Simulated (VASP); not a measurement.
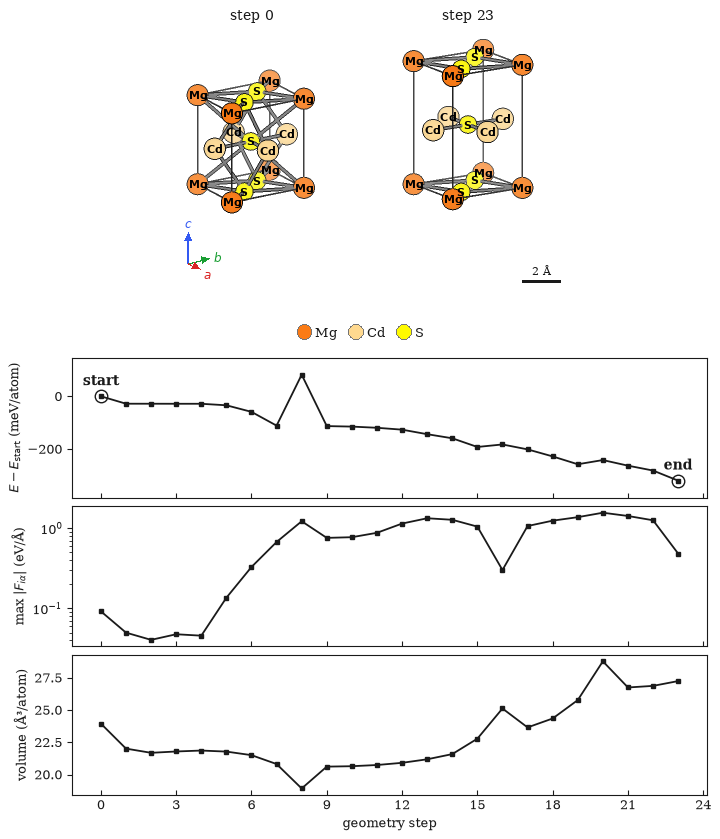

First and last geometry of a relaxation of crystalline MgCd$_{2}$S$_{3}$ (a generated structure, set up in Cmmm), with the history of the run. The picture is a ball-and-stick view of the cell of the calculation, seen slightly off an axis.

The run lets cell and atoms move.

Computed with VASP 6.6.1, Kohn-Sham DFT of a periodic cell, PBE, VASP PAW PBE potentials, recommended.

Input
```
SYSTEM = MgCd2S3
  PREC = Normal
  ENCUT = 520
  EDIFF = 1E-4
  ISMEAR = 0
  SIGMA = 0.15
  LREAL = .False.
  LASPH = .True.
  NELM = 60
  ALGO = Fast
  ISIF = 3
  LWAVE = .False.
  LCHARG = .False.
  GGA = PE
  IBRION = 2
  NSW = 24
  EDIFFG = -0.08
```

Launched with:
```bash
cat potpaw_PBE.64/Mg/POTCAR potpaw_PBE.64/Cd/POTCAR potpaw_PBE.64/S/POTCAR > POTCAR
mpirun -np 1 vasp_std > vasp.out
```

Read the history and describe the run.

The relaxation stopped without meeting its thresholds, so the last structure isn't shown to be converged. The largest moves relative to the cell, 0.45 Å, are those of S atoms. Mg and Cd stay in place. Cell: a = b 5.941 → 5.116 Å (−13.9 %), c 4.803 → 6.635 Å (+38.2 %), γ 122.1° → 109.8°. Volume +13.8 %. Among the contacts that change: Mg–S 3.453 → 2.325 Å, Cd–S 2.927 → 3.637 Å, Mg–S 3.748 → 4.434 Å, Cd–S 2.971 → 2.558 Å. Among the angles between lasting bonds that change: Cd–S–Cd 57.9° → 70.2°, Cd–S–Cd 122.1° → 109.8°. The space group stays Cmmm (No. 65). Over 23 geometry steps the energy falls by 320 meV per atom. Largest force component: 0.092 eV/Å at the start, 0.48 eV/Å at the end. The pressure goes from −3.84 to −1.19 GPa. At step 8 the optimiser overshot: the energy rose above the start, and later steps came back. The volume changes by over a tenth within one run on a fixed set of plane waves, so the end point should be relaxed again from the new cell.

```
step  E − E(0), meV/atom  largest force component, eV/Å  pressure, GPa  volume, Å³/atom
   0                0.00                         0.0920          -3.84           23.944
   1              -28.20                         0.0499          -0.42           22.009
   2              -28.26                         0.0405           0.54           21.683
   3              -28.42                         0.0476           0.37           21.787
   4              -28.43                         0.0457           0.27           21.859
   5              -34.14                         0.1361           0.26           21.778
   6              -59.11                         0.3293           0.66           21.502
   7             -111.36                         0.6755           2.65           20.814
   8               81.90                         1.2265          19.78           18.921
   9             -113.10                         0.7605           3.51           20.614
  10             -115.01                         0.7753           3.64           20.646
  11             -119.53                         0.8801           3.56           20.739
  12             -126.66                         1.1476           4.06           20.908
  13             -143.83                         1.3368           5.61           21.182
  14             -159.36                         1.2790           5.02           21.583
  15             -192.33                         1.0513           4.29           22.778
  16             -182.79                         0.3018           5.09           25.116
  17             -201.48                         1.0689           4.30           23.650
  18             -228.17                         1.2473           2.56           24.342
  19             -257.95                         1.3792          -0.30           25.767
  20             -242.00                         1.5675          -4.18           28.769
  21             -263.29                         1.4273          -1.99           26.744
  22             -281.82                         1.2609          -1.81           26.868
  23             -320.17                         0.4839          -1.19           27.240
```

Limits of the set-up: layers or molecules are held without a dispersion correction, so their spacing is unreliable.
